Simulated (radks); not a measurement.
# Atomic calculation for Re

System: the neutral rhenium atom in the configuration [Xe] 4f14 5d5 6s2 (open shells shared over both j by 2j + 1).
Method: Dirac Kohn-Sham, PBE, spin-unpolarised, spherical densities, finite nucleus (the in-house radial solver radks).

## Input
```
Z 75
configuration [Xe] 4f14 5d5 6s2 6p0 7s0
relativity Dirac
functional pbe,pbe
spin unpolarised
j_filling average
nucleus finite rms 5.3698 fm
c 137.035999084
```

Energies in input and log are in hartree, lengths in bohr (the nuclear radius in fm).

## Log
```
1s1/2   1   2.0000       -2628.75917544
2s1/2   1   2.0000        -455.47942143
2p1/2   1   2.0000        -435.92234861
2p3/2   1   4.0000        -383.01758128
3s1/2   1   2.0000        -105.44471978
3p1/2   1   2.0000         -96.69294780
3p3/2   1   4.0000         -85.20396374
3d3/2   1   4.0000         -70.47200852
3d5/2   1   6.0000         -67.97799856
4s1/2   1   2.0000         -22.00285558
4p1/2   1   2.0000         -18.34743922
4p3/2   1   4.0000         -15.66736895
4d3/2   1   4.0000          -9.65864987
4d5/2   1   6.0000          -9.16343434
4f5/2   1   6.0000          -1.60224980
4f7/2   1   8.0000          -1.50994933
5s1/2   1   2.0000          -3.12407759
5p1/2   1   2.0000          -2.01906963
5p3/2   1   4.0000          -1.61565365
5d3/2   1   2.0000          -0.21731190
5d5/2   1   3.0000          -0.18489053
6s1/2   1   2.0000          -0.21852722
6p1/2   1   0.0000          -0.06277806
6p3/2   1   0.0000          -0.04381392
7s1/2   1   0.0000          -0.00204609
Etot -16714.955885202893
Ekin 18892.438442939165
Encl -41808.04404196638
Eh 6533.515700360682
Exc -332.86598653635957
err 7.002427747124759e-09
it 15
```

## Orbitals

| orbital | occupation | energy (eV) | ⟨r⟩ (bohr) | outer maximum (bohr) |
| --- | --- | --- | --- | --- |
| 1s | 2 | −71532.2 | 0.01804 | 0.0112 |
| 2s | 2 | −12394.2 | 0.07559 | 0.0647 |
| 2p1/2 | 2 | −11862.1 | 0.06246 | 0.0480 |
| 2p3/2 | 4 | −10422.4 | 0.07054 | 0.0550 |
| 3s | 2 | −2869.3 | 0.1969 | 0.182 |
| 3p1/2 | 2 | −2631.1 | 0.1870 | 0.171 |
| 3p3/2 | 4 | −2318.5 | 0.2019 | 0.185 |
| 3d3/2 | 4 | −1917.6 | 0.1765 | 0.145 |
| 3d5/2 | 6 | −1849.8 | 0.1811 | 0.148 |
| 4s | 2 | −598.728 | 0.4405 | 0.413 |
| 4p1/2 | 2 | −499.259 | 0.4450 | 0.412 |
| 4p3/2 | 4 | −426.331 | 0.4784 | 0.442 |
| 4d3/2 | 4 | −262.825 | 0.4934 | 0.438 |
| 4d5/2 | 6 | −249.350 | 0.5048 | 0.448 |
| 5s | 2 | −85.010 | 1.037 | 0.939 |
| 5p1/2 | 2 | −54.942 | 1.137 | 1.00 |
| 5p3/2 | 4 | −43.964 | 1.240 | 1.09 |
| 4f5/2 | 6 | −43.599 | 0.5761 | 0.414 |
| 4f7/2 | 8 | −41.088 | 0.5849 | 0.419 |
| 6s | 2 | −5.946 | 3.073 | 2.56 |
| 5d3/2 | 2 | −5.913 | 1.881 | 1.39 |
| 5d5/2 | 3 | −5.031 | 1.972 | 1.44 |
| 6p1/2 | 0 | −1.708 | 4.339 | 3.34 |
| 6p3/2 | 0 | −1.192 | 4.932 | 3.77 |

## Slater integrals of the outer shells (hartree)

| integral | value |
| --- | --- |
| F0(5d5/2,5d5/2) | 0.4644 |
| F2(5d5/2,5d5/2) | 0.2316 |
| F4(5d5/2,5d5/2) | 0.1500 |
| F0(5d5/2,5d3/2) | 0.4749 |
| F2(5d5/2,5d3/2) | 0.2372 |
| F4(5d5/2,5d3/2) | 0.1538 |
| G0(5d5/2,5d3/2) | 0.4736 |
| G2(5d5/2,5d3/2) | 0.2369 |

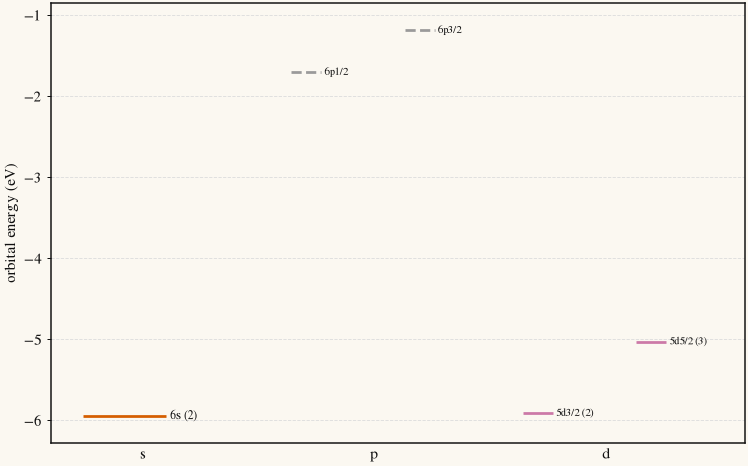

**Figure 1.** The outer levels are drawn by angular momentum (occupations in brackets, the lower j at the left of each column, empty levels dashed). The highest occupied level is 5d5/2 at −5.03 eV. From the top down the occupied levels run 5d5/2 (−5.03 eV), 5d3/2 (−5.91 eV), 6s (−5.95 eV). The lowest empty level drawn is 6p1/2 at −1.71 eV. Spin-orbit splittings: 6p 0.516 eV, 5d 0.882 eV.

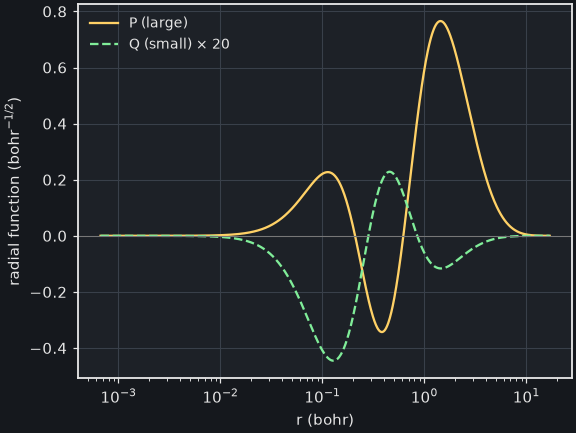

**Figure 2.** The large and small radial components of the 5d5/2 spinor. The spinor has κ = −3: the large component has l = 2 and 2 radial nodes (r = 0.210 and 0.623 bohr), the small one has l = 3. The small component carries 0.013 % of the norm; ⟨r⟩ = 1.97 bohr and the eigenvalue is −5.03 eV.

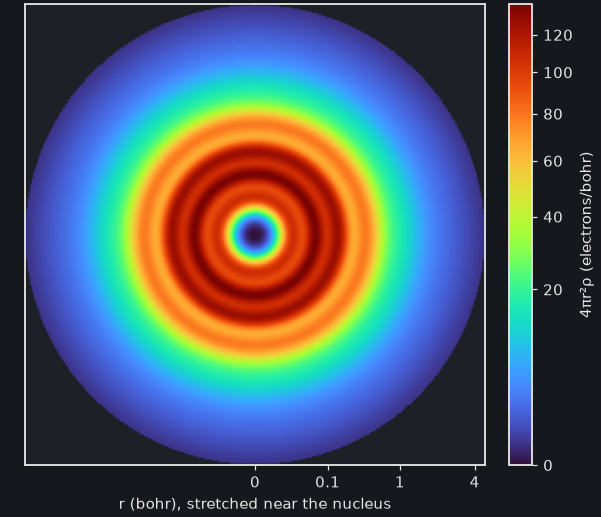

**Figure 3.** The radial density 4πr²ρ as a disc about the nucleus, with the radius drawn as r to the power 0.3. There are 4 maxima, at r = 0.0123, 0.0557, 0.154 and 0.408 bohr, parted by minima at 0.0240, 0.0998 and 0.289 bohr, inside which lie 2.0, 11.1 and 29.9 electrons. The configuration has 6 principal shells, so not every shell has a maximum of its own.

## Key numbers

| quantity | value |
| --- | --- |
| outcome | converged |
| total energy | −16714.9559 hartree |
| kinetic energy | 18892.4384 hartree |
| electron–nucleus energy | −41808.0440 hartree |
| Hartree energy | 6533.5157 hartree |
| exchange–correlation energy | −332.865987 hartree |
| radius at density 0.001 e/bohr³ | 4.70 bohr |
| SCF iterations | 15 |
| hardware | 1 CPU thread, shared host |
